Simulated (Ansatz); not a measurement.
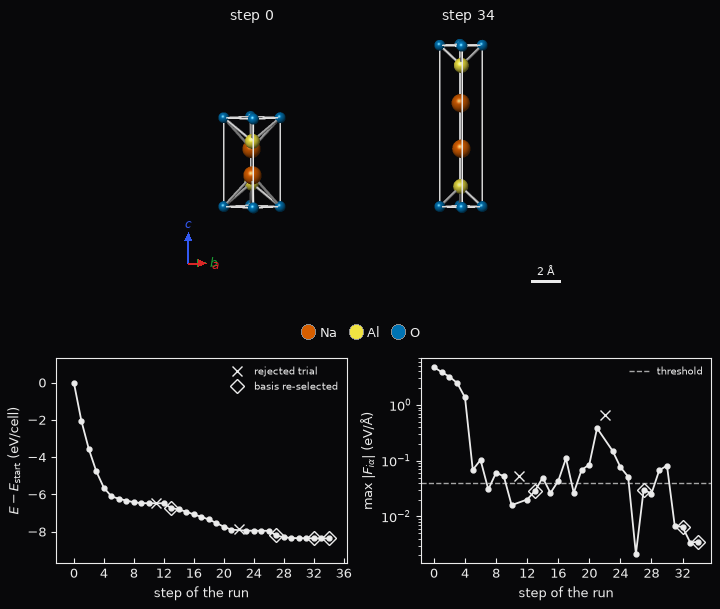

First and last geometry of a relaxation of crystalline Na2Al2O (a generated structure, set up in P-3m1) (coarse preliminary run), with the history of the run. The picture is a ball-and-stick view of the cell of the calculation, seen from a free direction.

The calculation used Ansatz 0.2.0, DFT PBE, scalar-relativistic, plane waves, PAW.

The input:
```yaml
crystal:
  lattice:
    - [4.00145907, 0.0, 0.0]
    - [-2.00072954, 3.46536521, 0.0]
    - [0.0, 0.0, 6.31326479]
  atoms:
    - { symbol: Na, position: [0.66666667, 0.33333333, 0.35646817] }
    - { symbol: Na, position: [0.33333333, 0.66666667, 0.64353183] }
    - { symbol: Al, position: [0.66666667, 0.33333333, 0.73937285] }
    - { symbol: Al, position: [0.33333333, 0.66666667, 0.26062715] }
    - { symbol: O, position: [0.0, 0.0, 0.0] }
basis:
  ecutwfc: 420
kpoints:
  mp_grid: { grid: [6, 6, 4] }
hamiltonian:
  xc: pbe
scf:
  occupations: { method: gaussian, width: 0.1 }
  lower_state_search: "off"
output:
  forces: true
  stress: true
  eigenvalues: true
relax:
  adjacent_minimum: "off"
  f_tol: 0.04
  max_steps: 70
  cell: { stress_tol: 0.4 }
```

Run as
```bash
ansatz run input.yaml --threads 1 --pin off --max-ram 2560MiB --backend cpu --events-out ev --progress --plain --runs-dir out
```

What do the curves and the structures tell?

Answer. It converged. The largest moves relative to the cell, 1.58 Å, are those of Al3 and Al4. Al3 goes along +c. Largest moves by element: Al 1.58 Å, Na 0.05 Å. O stays in place. The volume changes by +2.9 %, with a = b 4.001 → 3.012 Å (−24.7 %), c 6.313 → 11.464 Å (+81.6 %). Some distances before and after: Na1–Al3 2.417 → 5.921 Å, Na1–O5 3.225 → 4.486 Å, Na1–Na1 4.001 → 3.012 Å, Na1–Al4 2.388 → 3.234 Å. The space group stays P-3m1 (No. 164). Over 28 accepted moves (34 points after the start) the energy falls by 8.357 eV per cell of the calculation. Largest force component: 4.8 eV/Å at the start, 0.0035 eV/Å at the end. The pressure goes from 16.86 to 0.02 GPa. The line search rejected the trial steps at points 11, 22 of the run. The SCF was repeated 4 times at an unchanged geometry on a basis and grid sized afresh for the cell, which shifted the energy by 0.257 eV per cell of the calculation at most.

```tsv
step	E − E(0), meV/atom	largest force component, eV/Å	pressure, GPa	volume, Å³/atom	note
0	0.00	4.7945	16.86	17.509	
1	-409.10	3.8895	10.66	18.092	
2	-714.07	3.2290	6.31	18.621	
3	-953.11	2.4751	3.34	19.016	
4	-1127.29	1.3653	1.78	19.266	
5	-1219.79	0.0687	1.31	19.601	
6	-1245.64	0.1035	1.24	19.710	
7	-1265.52	0.0305	0.30	20.068	
8	-1283.05	0.0610	0.17	19.994	
9	-1292.63	0.0525	-0.28	19.775	
10	-1294.00	0.0160	0.15	19.470	
11	-1293.88	0.0536	-0.38	19.595	rejected
13	-1345.62	0.0287	2.39	19.440	same geometry, new basis
14	-1360.60	0.0499	2.73	19.279	
15	-1385.11	0.0264	2.31	19.649	
16	-1413.37	0.0432	1.35	19.996	
18	-1467.65	0.0265	0.34	20.018	
19	-1505.72	0.0680	0.35	19.378	
20	-1546.01	0.0855	-0.20	18.560	
21	-1576.95	0.3844	-0.39	17.362	
23	-1588.25	0.1505	1.24	16.736	
24	-1588.78	0.0772	-0.84	17.281	
25	-1589.61	0.0518	-0.04	16.951	
26	-1589.71	0.0021	0.01	17.002	
28	-1657.96	0.0257	1.37	17.460	
29	-1666.97	0.0673	0.46	17.802	
30	-1668.86	0.0819	0.07	17.852	
31	-1668.94	0.0068	0.00	17.941	
33	-1671.30	0.0034	0.02	18.015	
34	-1671.38	0.0035	0.02	18.015	same geometry, new basis
```
